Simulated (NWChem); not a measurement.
# One shape, several levels: C2H2FI (SMILES F/C=C/I)

Wanted: a comparison of 4 runs (HF/STO-3G, HF/3-21G, B2PLYP/3-21G, MP2/def2-SVPD) of C2H2FI. 

The results are computed with NWChem 7.3.0.

## Step 1: The molecule

C2H2FI: 6 atoms, total charge 0, spin state singlet. As SMILES, `F/C=C/I`. The shape is that of a PBE0-D4/def2-TZVP optimisation.

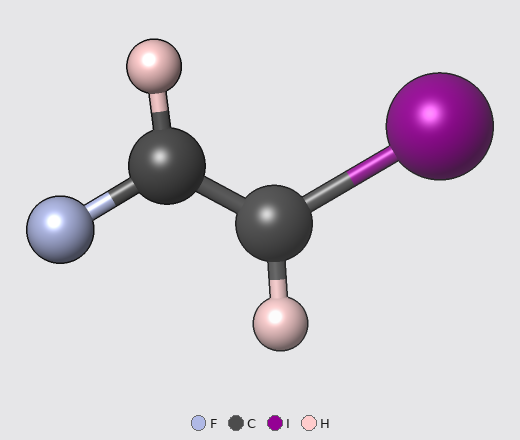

Viewed from a chosen angle; fluorine light blue, carbon dark grey, iodine purple, hydrogen pink.

## Step 2: Energy and gradient at HF/STO-3G (run 1)

The input, c2h2fi.nw:

```
echo
start c2h2fi
title "C2H2FI"
memory total 2200 mb
geometry units angstroms noautosym nocenter noautoz
 F     -1.188700    -0.521200    -1.354200
 C     -0.660500    -0.236600    -0.162100
 C      0.590100     0.168800    -0.054100
 I      1.422800     0.613200     1.782100
 H     -1.358600    -0.376300     0.654500
 H      1.237000     0.288200    -0.912200
end
basis spherical bse
 F library STO-3G
 C library STO-3G
 I library STO-3G
 H library STO-3G
end
scf
 thresh 1e-08
 maxiter 80
 print medium
end
task scf gradient
```

Command:

```console
$ nwchem c2h2fi.nw > c2h2fi.out
```

What it wrote:

```text
[...]
  functions       =    44
[...]
  wavefunction    = RHF
[...]
         Total SCF energy =  -7024.651051642636
      One-electron energy = -10236.203015636776
      Two-electron energy =   2933.230865865423
 Nuclear repulsion energy =    278.321098128717
        Time for solution =      2.4s
[...]
                         RHF ENERGY GRADIENTS
    atom               coordinates                        gradient
                 x          y          z           x          y          z
   1 F      -2.246317  -0.984925  -2.559067    0.012074   0.006093   0.023109
   2 C      -1.248164  -0.447109  -0.306325   -0.017924  -0.005505   0.001415
   3 C       1.115127   0.318986  -0.102234    0.005290   0.000382  -0.012938
   4 I       2.688702   1.158780   3.367681   -0.004155  -0.001695  -0.003894
   5 H      -2.567382  -0.711104   1.236826    0.000903  -0.000750  -0.010430
   6 H       2.337591   0.544619  -1.723808    0.003812   0.001475   0.002739
[...]
```

Wall time 3.9 s (1 thread of AMD EPYC 9R45 (Zen 5), shared host); peak memory 0.1 GiB.

## Step 3: Energy and gradient at HF/3-21G (run 2)

The input, c2h2fi.nw:

```
echo
start c2h2fi
title "C2H2FI gradient"
memory total 2200 mb
charge 0
geometry units angstrom noautosym nocenter noautoz
F    -1.188700   -0.521200   -1.354200
C    -0.660500   -0.236600   -0.162100
C     0.590100    0.168800   -0.054100
I     1.422800    0.613200    1.782100
H    -1.358600   -0.376300    0.654500
H     1.237000    0.288200   -0.912200
end
basis spherical bse
* library 3-21G
end
scf
thresh 1e-08
maxiter 80
print medium
end
task scf gradient
```

Command:

```console
$ nwchem c2h2fi.nw > c2h2fi.out
```

What it wrote:

```text
[...]
  functions       =    62
[...]
  wavefunction    = RHF
[...]
         Total SCF energy =  -7062.639089631039
      One-electron energy = -10272.215777100866
      Two-electron energy =   2931.255589341111
 Nuclear repulsion energy =    278.321098128717
        Time for solution =      2.9s
[...]
                         RHF ENERGY GRADIENTS
    atom               coordinates                        gradient
                 x          y          z           x          y          z
   1 F      -2.246317  -0.984925  -2.559067    0.011971   0.005879   0.021276
   2 C      -1.248164  -0.447109  -0.306325   -0.020891  -0.008516  -0.019603
   3 C       1.115127   0.318986  -0.102234    0.020955   0.008335   0.017504
   4 I       2.688702   1.158780   3.367681   -0.011374  -0.005632  -0.020664
   5 H      -2.567382  -0.711104   1.236826   -0.010063  -0.002428   0.007634
   6 H       2.337591   0.544619  -1.723808    0.009401   0.002362  -0.006146
[...]
```

Run time: 4.5 s. Hardware: 1 thread of AMD EPYC 9R45 (Zen 5), shared host; peak memory 0.1 GiB.

Run 3 isn't shown in full; the table further down has it.

## Step 4: Energy and forces at MP2/def2-SVPD (core potential) (run 4)

The input, a.nw:

```
start a
title "C2H2FI gradient"
memory total 2200 mb

geometry units angstrom noautosym nocenter noautoz
  F    -1.188700   -0.521200   -1.354200
  C    -0.660500   -0.236600   -0.162100
  C     0.590100    0.168800   -0.054100
  I     1.422800    0.613200    1.782100
  H    -1.358600   -0.376300    0.654500
  H     1.237000    0.288200   -0.912200
end

basis spherical bse
  * library def2-SVPD
end

ecp bse
  I library def2-SVPD
end

scf
  thresh 1e-08
  maxiter 80
end

mp2
  freeze core 7
  tight
end

task mp2 gradient
```

Command:

```console
$ nwchem a.nw > a.out
```

What it wrote:

```text
[...]
  functions       =   114
[...]
  wavefunction    = RHF
[...]
         Total SCF energy =   -472.818064878160
      One-electron energy =  -1085.275132813616
      Two-electron energy =    448.710433930414
 Nuclear repulsion energy =    163.746634005042
        Time for solution =     18.1s
[...]
          Total MP2 energy          -473.412057671732
[...]
                         mp2 ENERGY GRADIENTS
    atom               coordinates                        gradient
                 x          y          z           x          y          z
   1 F      -2.246317  -0.984925  -2.559067    0.005051   0.002697   0.011183
   2 C      -1.248164  -0.447109  -0.306325    0.015144   0.004452  -0.003417
   3 C       1.115127   0.318986  -0.102234   -0.015851  -0.005007   0.000017
   4 I       2.688702   1.158780   3.367681   -0.004547  -0.002377  -0.009533
   5 H      -2.567382  -0.711104   1.236826    0.002978   0.000542  -0.003993
   6 H       2.337591   0.544619  -1.723808   -0.002774  -0.000307   0.005742
[...]
```

It took 46 s on 1 thread of AMD EPYC 9R45 (Zen 5), shared host; peak memory 0.6 GiB.

## Step 5: The series

```csv
run,level,task,iteration cap,energy (Eh),dipole moment (D),HOMO energy (eV),LUMO energy (eV),wall time
1,HF/STO-3G,gradient,80,-7024.651052,0.55,-7.08,8.04,3.9 s
2,HF/3-21G,gradient,80,-7062.639090,0.64,-9.34,3.22,4.5 s
3,B2PLYP/3-21G,energy,100,-7065.329628,0.46,-7.70,0.98,6.6 s
4,MP2/def2-SVPD (core potential),gradient,80,-473.412058,0.42,-9.55,1.50,46 s
```

## Step 6: Summary of results

```
                                                      quantity          value
                                           run 4: total energy  -473.41206 Eh
run 4: dipole moment (of the density that the program reports)         0.42 D
                    run 4: HOMO energy (Hartree–Fock orbitals)       -9.55 eV
                    run 4: LUMO energy (Hartree–Fock orbitals)        1.50 eV
                  run 4: HOMO–LUMO gap (Hartree–Fock orbitals)       11.05 eV
            run 4: correlation energy (7 core orbitals frozen)     -594.0 mEh
                               run 4: largest force on an atom     0.855 eV/Å
```

In words: The dipole moment (its size) runs from 0.42 D (MP2/def2-SVPD) to 0.64 D (HF/3-21G). The two ends differ in method and basis and core potential. Over runs 1, 2, 3 the HOMO–LUMO gap runs from 8.68 eV (B2PLYP/3-21G) to 15.11 eV (HF/STO-3G). The two ends differ in method and basis. A double hybrid's value is that of its SCF part. Some runs of one species differ in core potentials or relativity; totals across that change don't compare. In run 1 the basis is minimal, so the values are rough. In runs 1, 2, 3 relativity is left out where basis or elements ask for it. All runs together took 61 s, the longest 46 s.
